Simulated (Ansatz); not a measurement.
LiNbO₃ (LiNbO3 type, space group R3c)

```cif
data_Li2Nb2O6
_chemical_formula_sum 'Li2 Nb2 O6'
_space_group_name_H-M_alt 'P 1'
_space_group_IT_number 1
_cell_length_a 5.49714
_cell_length_b 5.49714
_cell_length_c 5.49714
_cell_angle_alpha 55.717
_cell_angle_beta 55.717
_cell_angle_gamma 55.717
loop_
_space_group_symop_operation_xyz
  'x, y, z'
loop_
_atom_site_label
_atom_site_type_symbol
_atom_site_fract_x
_atom_site_fract_y
_atom_site_fract_z
_atom_site_occupancy
Li1 Li 0.70218 0.70218 0.70218 1
Li2 Li 0.20218 0.20218 0.20218 1
Nb1 Nb 0.98418 0.98418 0.98418 1
Nb2 Nb 0.48418 0.48418 0.48418 1
O1 O 0.62231 0.87636 0.26469 1
O2 O 0.87636 0.26469 0.62231 1
O3 O 0.26469 0.62231 0.87636 1
O4 O 0.76469 0.37636 0.12231 1
O5 O 0.37636 0.12231 0.76469 1
O6 O 0.12231 0.76469 0.37636 1
```

E(V) scan at fixed shape, V₀ the volume above. The atoms relax within the cell's symmetry.

Method: r2SCAN (plane waves to 500 eV, PAW, scalar-relativistic; Ansatz, a program for electronic structure). k mesh 8×8×8 (Γ-centred), Fermi-Dirac smearing 0.05 eV. The energy includes the smearing's −TS. With the shape held, the modulus is that of even scaling; a crystal free to change shape is softer. LiNbO3 is run without spin polarisation. LiNbO3 was relaxed with its symmetry unable to fall. The zero of ΔE is the relaxed starting cell.

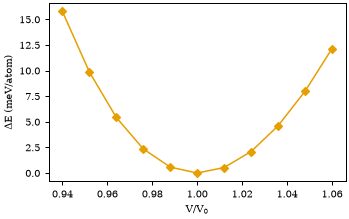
*ΔE (meV/atom) against V/V₀; computed points joined by lines.*

**Question.** What is ΔE at V/V₀ = 1.060?

**Answer.** About 12 meV/atom.

**Question.** What bulk modulus at fixed cell shape B₀ follows from a third-order Birch-Murnaghan fit?

**Answer.** About 120 GPa.

**Question.** What is ΔE at V/V₀ = 0.940?

**Answer.** About 16 meV/atom.

(Under strain, the slope of the energy per volume gives the stress and its curvature an elastic modulus.)
